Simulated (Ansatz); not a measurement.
## A computed series for Ru: response to strain

The parent structure is Ru in the hcp (Mg type) structure (space group P6_3/mmc, No. 194; a = 2.6756 Å, c = 4.2237 Å; relaxed with 0.1 eV smearing). Axes: x lies along a and z along c of the hexagonal cell.

Strains are applied to the cell and any free atomic positions relax.

All numbers come from LDA in Ansatz (plane waves to 420 eV, PAW, without spin-orbit coupling).

Notes on the quantities. energy relative to the base: free energy F.

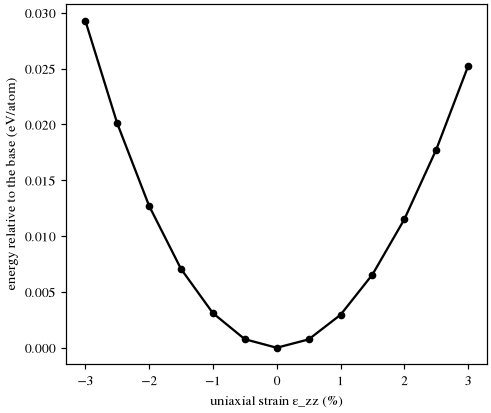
Figure: Energy relative to the base against uniaxial strain ε_zz

Q: From the plot, what is the energy relative to the base for uniaxial strain ε_zz = −1.50 %?

A: About 0.007 eV/atom.

Q: Is the trend monotonic over the range shown?

A: No, it turns within the range, spanning 0 meV/atom to +29 meV/atom.

Stability against distortions was not tested. The final runs are not spin-polarised.

Ansatz is a first-principles code.
